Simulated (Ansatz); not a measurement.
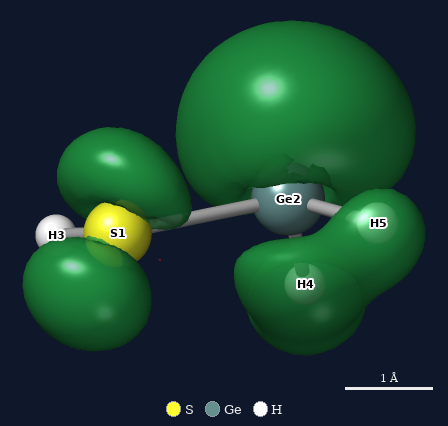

GeH3S (SMILES [SH][GeH2]) (doublet). Isosurfaces of the spin density at +0.015 (green) and −0.015 e/Å³ (red), seen from one side.

Computed with UKS PBE0-D4/def2-mTZVP (Ansatz 0.2.0).

```yaml
atoms:
  - { symbol: S, position_ang: [1.1363, -0.8029, 0.6536] }
  - { symbol: Ge, position_ang: [-0.3991, 0.6875, 0.0320] }
  - { symbol: H, position_ang: [0.2560, -1.7969, 0.9127] }
  - { symbol: H, position_ang: [-1.3634, 0.0290, -0.9909] }
  - { symbol: H, position_ang: [0.4201, 1.8095, -0.6488] }
```

**Where is the unpaired spin?**

The unpaired spin (1 electron) lies mostly on Ge2 (about 0.7), S1 (about 0.2) and H4 (about 0.1), in electrons by Hirshfeld's partition.
